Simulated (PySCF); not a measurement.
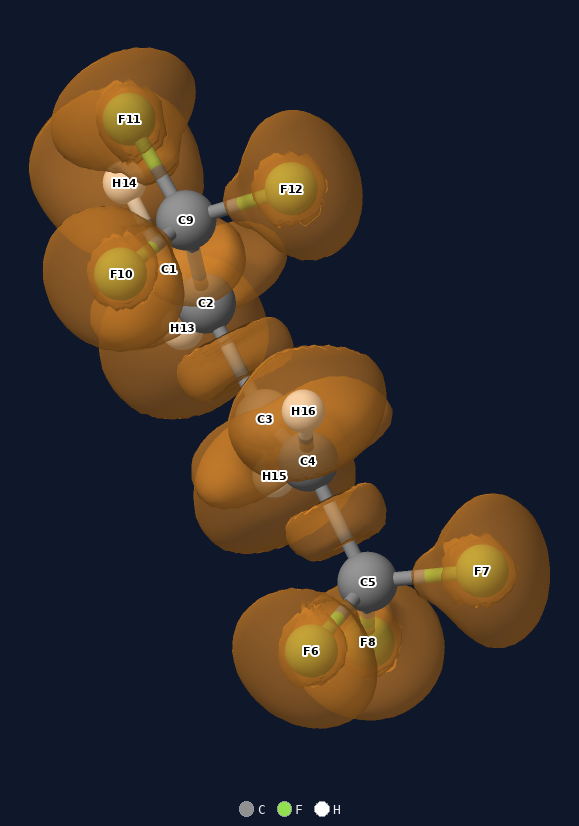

*C6H4F6 (SMILES C=C(/C=C/C(F)(F)F)C(F)(F)F). Isosurface of the electron localisation function at 0.75 (orange), seen at an oblique angle. Core shells and regions of very low density are left out.*

Geometry: PBE0-D3(BJ)/def2-SVP.

Theory: wB97X-D/def2-SVPD, SCF density, gas phase in PySCF 2.14.0.

```xyz
16

C    -0.6026   -2.3739   -0.0150
C    -0.6286   -1.0369   -0.1056
C     0.5356   -0.2212    0.2260
C     0.6367    1.1102    0.1424
C     1.8866    1.8386    0.5099
F     1.6457    2.7473    1.4615
F     2.3855    2.4965   -0.5425
F     2.8423    1.0231    0.9628
C    -1.8903   -0.3462   -0.5636
F    -2.3276    0.5199    0.3559
F    -2.8768   -1.2077   -0.8054
F    -1.6779    0.3484   -1.6866
H     0.3035   -2.8879    0.3129
H    -1.4750   -2.9795   -0.2641
H     1.4064   -0.7828    0.5772
H    -0.1778    1.7535   -0.1973
```

Q: Where are the electrons localised?

A: The ELF exceeds this value in five regions between bonded C–C atoms (shared pairs), four regions around hydrogen nuclei and six regions on F in which the atom's valence shell and bonds are merged.

Values along the shortest contacts:
C–F (1.33 Å): the ELF peaks at about 0.85 between the atoms; a polar covalent bond. C–C (1.34 Å): the ELF peaks at about 0.95 between the atoms (a multiple bond).
